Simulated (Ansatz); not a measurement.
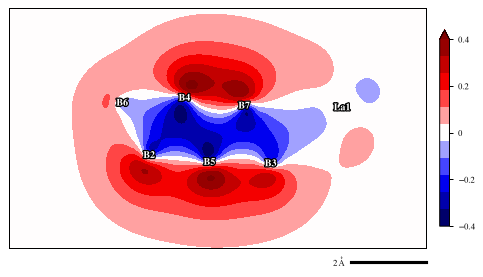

The picture shows: B₆La (charge +1, triplet). The HOMO−1 (β) on the molecular plane (values in Å⁻³ᐟ²; the overall sign is arbitrary).

Geometry: B3LYP-D4/def2-SVP; ⟨S²⟩ = 2.06, above the pure value of 2.00; core potentials replace the inner electrons of La.

All numbers below come from UKS PBE0-D4/def2-TZVP in Ansatz.

```
atom    x (Å)    y (Å)    z (Å)
  La  -3.0483   1.1016   0.7901
   B   1.5865  -0.7637  -0.8215
   B  -1.5296   0.0290  -0.7235
   B   0.9891   0.0588   0.6346
   B   0.0267  -0.3983  -0.8389
   B   2.5376  -0.4388   0.3667
   B  -0.5619   0.4115   0.5924
```

Where does this orbital lie, and at what energy?

Answer. Its weight (Hirshfeld) is mainly on B5 (about 20 %), B4 (about 20 %), B7 (about 20 %), B2 (about 15 %) and B3 (about 10 %); it is symmetric in the molecular plane (an in-plane orbital: σ, lone-pair or in-plane π type). Its energy is −10.65 eV.
